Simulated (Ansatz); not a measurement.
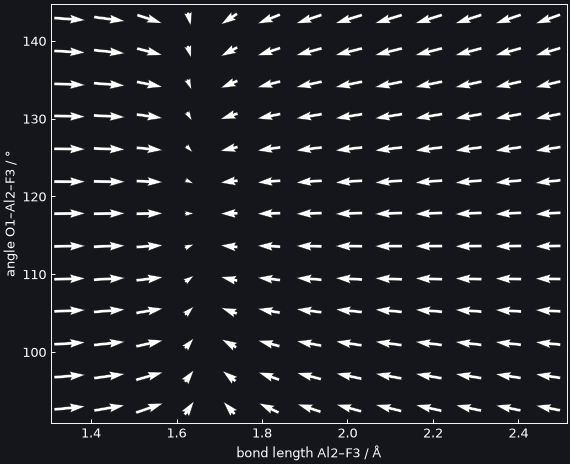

AlBrFHO, SMILES [OH][Al]([F])[Br]. Coordinates scanned: (1) bond length Al2–F3; (2) angle O1–Al2–F3. Nothing is relaxed (all other coordinates rigid). The scan uses a 13 × 13 grid. The reference is spin-restricted, which grows unreliable where a bond is stretched far. These are results of RKS CAM-B3LYP-D4/def2-SVP (Ansatz 0.2.0), not measurements.

The picture shows arrows along the force (downhill), their lengths compressed.

Q: The arrows alone are given. Where is the energy lowest?

A: The arrows converge at about bond length Al2–F3 = 1.646 Å, angle O1–Al2–F3 = 118° (read from the interpolated surface).

The energy map of the same scan:

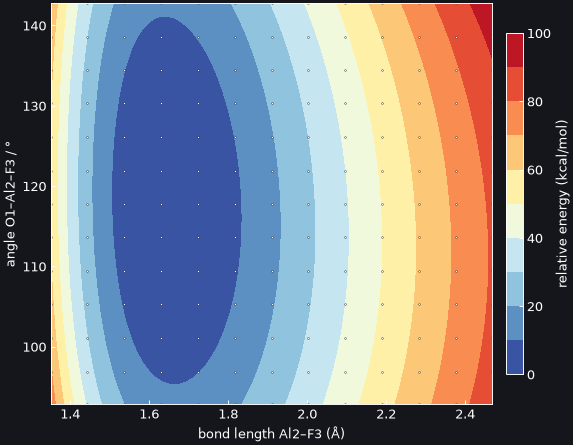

Energies are in kcal/mol, from the relaxed molecule at the same level; between grid points the surface is interpolated.
